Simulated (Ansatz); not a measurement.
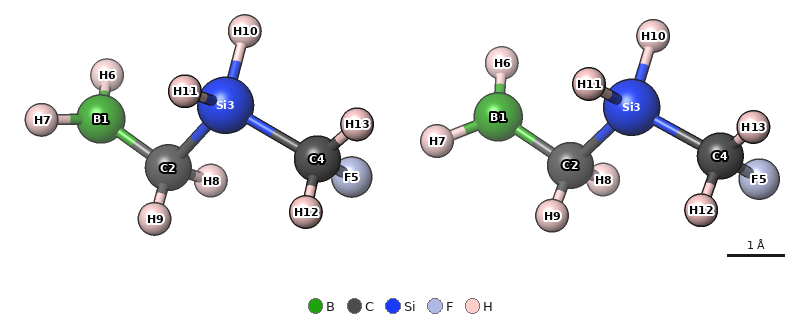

Two geometries of C$_{2}$H$_{8}$BFSi (coarse preliminary run), drawn at one scale. One is the start of a relaxation, the other its converged end. Style: ball-and-stick. Shown at a tilt.

Computed with RKS PBE-D4/def2-SVP (Ansatz). (force threshold 0.03 eV/Å; at most 200 steps)

Which geometry has the lower energy?

The left one is the relaxed one. The start comes from a force field. After 7 geometry steps the energy has fallen by 0.523 eV. Largest force component: 4.5 eV/Å at the start, 0.029 eV/Å at the end. The largest move after the best rigid fit is that of H7, 0.46 Å. Largest moves by element: H 0.46 Å, F 0.19 Å, Si 0.13 Å, B 0.13 Å, C 0.08 Å. Near-neighbour distances that change, for instance: C4–H13 1.016 → 1.114 Å, Si3–C4 1.848 → 1.916 Å, C2–Si3 1.845 → 1.911 Å, B1–H6 1.171 → 1.219 Å. Bond angles that change, for instance: B1–C2–H9 108.5° → 116.2°, Si3–C2–H8 108.1° → 101.5°, C2–Si3–C4 112.6° → 106.3°. Groups turn about B1–C2 by about 25°.
